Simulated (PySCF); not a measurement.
**SiH3S (SMILES [SiH2]S) at 3 levels**

Aim: a comparison of 3 runs (U-wB97X-V/STO-3G, UB3LYP/STO-3G, UCCSDT/STO-3G) of SiH3S. 

The results are computed with PySCF 2.14.0.

6 further runs of the same task are left out: 6 set aside as unsound or not needed.

**1. Starting point**

SiH3S: 5 atoms, total charge 0, spin state doublet. As SMILES, `[SiH2]S`. The Si1–H4 distance was set to 1.785 Å, away from the relaxed value.

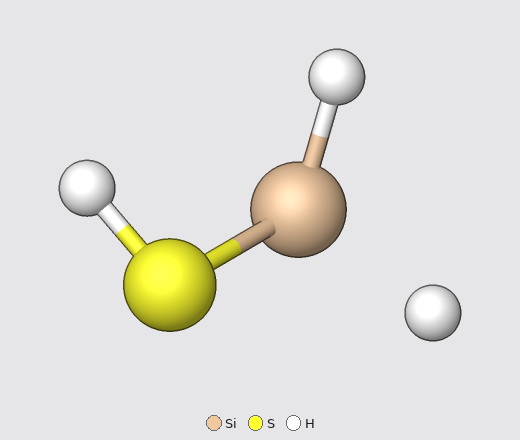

The structure, seen from a chosen angle (silicon light orange, sulfur yellow, hydrogen white).

**2. A single-point energy at U-wB97X-V/STO-3G (run 1)**

The input, run.py:

```python
from pyscf import gto, dft

mol = gto.Mole()
mol.atom = '''
Si       0.172466      -0.664164      -0.185196
S        0.541866       1.435836      -0.170396
H        0.174266      -1.226964       1.197104
H       -1.440300      -0.843200      -0.929900
H        1.676566       1.344136       0.543404
'''
mol.verbose = 3
mol.basis = 'sto-3g'
mol.max_memory = 1860
mol.spin = 1
mol.build()

calc0 = dft.UKS(mol)
calc0.xc = 'wb97x-v'
calc0.grids.level = 5
calc0.conv_tol = 1e-10
calc0.nlcgrids.level = 1
calc0.kernel()
if not calc0.converged:
    calc0 = calc0.newton().run(calc0.mo_coeff, calc0.mo_occ)

energy = calc0.e_tot
print('E = %.10f Eh' % energy)
```

On the command line:

```bash
$ OMP_NUM_THREADS=1 python run.py
```

Log:

```text
WARN: HOMO -0.0988306366673091 >= LUMO -0.09883063666731

converged SCF energy = -681.525803143631  <S^2> = 0.75147942  2S+1 = 2.0014789
E = -681.5258031436 Eh
```

It took 21 s on 1 thread of Arm Neoverse V2, shared host; peak memory 0.21 GiB.

**3. A single-point energy at UB3LYP/STO-3G (run 2)**

The input, input.py:

```python
from pyscf import gto, dft

molecule = gto.Mole()
molecule.atom = '''
Si       0.172466      -0.664164      -0.185196
S        0.541866       1.435836      -0.170396
H        0.174266      -1.226964       1.197104
H       -1.440300      -0.843200      -0.929900
H        1.676566       1.344136       0.543404
'''
molecule.spin = 1
molecule.basis = 'sto-3g'
molecule.max_memory = 1860
molecule.verbose = 3
molecule.build()

mf = dft.UKS(molecule, xc='b3lyp')
mf.grids.level = 5
mf.conv_tol = 1e-10
mf.kernel()
if not mf.converged:
    mf = mf.newton().run(mf.mo_coeff, mf.mo_occ)

energy = mf.e_tot
print('E(%s) = %.9f' % ('B3LYP', energy))
```

On the command line:

```bash
$ OMP_NUM_THREADS=1 python input.py
```

Log:

```text
converged SCF energy = -681.632418262865  <S^2> = 0.75110678  2S+1 = 2.0011065
E(B3LYP) = -681.632418263
```

Run time: 4.8 s. Hardware: 1 thread of Arm Neoverse V2, shared host; peak memory 0.21 GiB.

**4. A single-point energy at UCCSDT/STO-3G (run 3)**

The input, job.py:

```python
from pyscf import gto, scf, cc

system = gto.Mole()
system.atom = '''
Si   0.172466  -0.664164  -0.185196
S    0.541866   1.435836  -0.170396
H    0.174266  -1.226964   1.197104
H   -1.440300  -0.843200  -0.929900
H    1.676566   1.344136   0.543404
'''
system.spin = 1
system.verbose = 3
system.max_memory = 1860
system.basis = 'sto-3g'
system.build()

calc0 = scf.UHF(system)
calc0.conv_tol = 1e-10
calc0.kernel()
if not calc0.converged:
    calc0 = calc0.newton().run(calc0.mo_coeff, calc0.mo_occ)

mycc = cc.CCSDT(calc0, frozen=10)
mycc.kernel()
e_tot = mycc.e_tot
print(f'total energy: {e_tot:.8f} hartree')
```

On the command line:

```bash
$ OMP_NUM_THREADS=1 python job.py
```

Log:

```text
converged SCF energy = -680.435650890618  <S^2> = 0.75234161  2S+1 = 2.0023402
_make_eris_incore_UCCSDT

WARN: A large `blksize_v_aaa` is being used, which may cause large memory consumption
      for storing contraction intermediates. If memory is sufficient, consider using
      `pyscf.cc.uccsdt_highm.UCCSDT` instead.

WARN: A large `blksize_v_aab` is being used, which may cause large memory consumption
      for storing contraction intermediates. If memory is sufficient, consider using
      `pyscf.cc.uccsdt_highm.UCCSDT` instead.

UCCSDT converged
E(UCCSDT) = -680.5285754556473   E_corr = -0.09292456502897994
E_corr(same-spin) = -0.00391678293429059
E_corr(oppo-spin) = -0.0890077820946893
total energy: -680.52857546 hartree
```

It took 1.1 s on 1 thread of Arm Neoverse V2, shared host; peak memory 0.1 GiB.

**5. All runs side by side**

```
run             level  nlc grid  integration grid  energy (Eh)  dipole moment (D) of the reference  HOMO energy (eV)  LUMO energy (eV)  wall time
  1  U-wB97X-V/STO-3G         1                 5  -681.525803                                1.35             -4.99              3.11       21 s
  2     UB3LYP/STO-3G         –                 5  -681.632418                                1.23             -2.39              0.67      4.8 s
  3     UCCSDT/STO-3G         –                 –  -680.528575                                1.69             -5.83              5.52      1.1 s
```

**6. Summary of results**

```
                                                         quantity          value
                                              run 3: total energy  -680.52858 Eh
                      run 3: dipole moment (Hartree–Fock density)         1.69 D
run 3: HOMO energy (Hartree–Fock orbitals) (highest over α and β)       -5.83 eV
 run 3: LUMO energy (Hartree–Fock orbitals) (lowest over α and β)        5.52 eV
              run 3: correlation energy (10 core orbitals frozen)      -92.9 mEh
                         run 3: ⟨S²⟩ of the reference determinant          0.752
                                             run 3: T1 diagnostic          0.014
```

Totals of different functionals can't be ranked against each other. In runs 1, 2, 3 the basis is minimal, so the values are rough. All runs together took 27 s, the longest 21 s.
